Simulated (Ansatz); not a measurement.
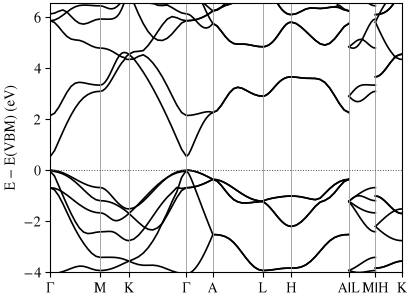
Figure. Band structure from the program Ansatz at the PBE level (PAW)

**Question.** Read off the gap and where the band edges lie.

**Answer.** About 0.5 eV (0.54 eV by a search for the band edges); maximum at Γ, minimum at Γ.

The material is CdSe (wurtzite, P6_3mc).

The cell was relaxed with PBE under the symmetry of its start. Spin–orbit coupling is left out wherever it is not named.

Potentials: the later of the program's two PAW sets.
